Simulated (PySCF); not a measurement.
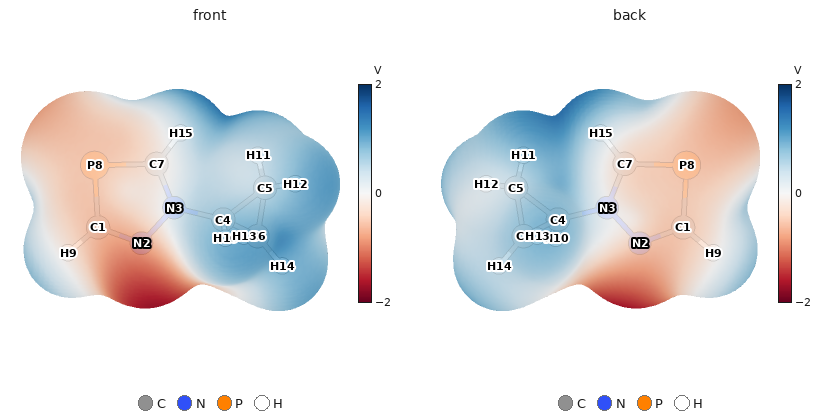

Figure. C5H7N2P (SMILES c1nn(C2CC2)cp1). The electrostatic potential painted on the density surface at 0.002 e/bohr³, seen from the front and from behind; red is negative and blue positive.

Geometry: GFN2-xTB.

Level of theory: CAM-B3LYP/pcSseg-1, SCF density, gas phase, non-relativistic (PySCF 2.14.0).

```xyz
15

C     2.7095    0.3810   -0.4450
N     1.6386    0.8296    0.1512
N     0.6737   -0.0719    0.1133
C    -0.5662    0.2802    0.7218
C    -1.8307   -0.4556    0.4137
C    -1.6366    0.9337   -0.1105
C     0.9782   -1.2272   -0.5047
P     2.5889   -1.2406   -1.1137
H     3.5765    1.0159   -0.4866
H    -0.4166    0.6579    1.7269
H    -1.8044   -1.2685   -0.2944
H    -2.5241   -0.6137    1.2252
H    -1.4434    1.0505   -1.1657
H    -2.1957    1.7457    0.3259
H     0.2523   -2.0171   -0.5572
```

Which sites attract a positive test charge, and which a negative one?

A positive charge is drawn to the negative regions and a negative charge to the positive ones. The most negative region (about −1.6 V) lies over N2, the most positive (about +1.4 V) over H11 and H15. N2 is the likeliest acceptor of a hydrogen bond.

How polar is the molecule by this calculation?

Its dipole moment is 3.01 D.
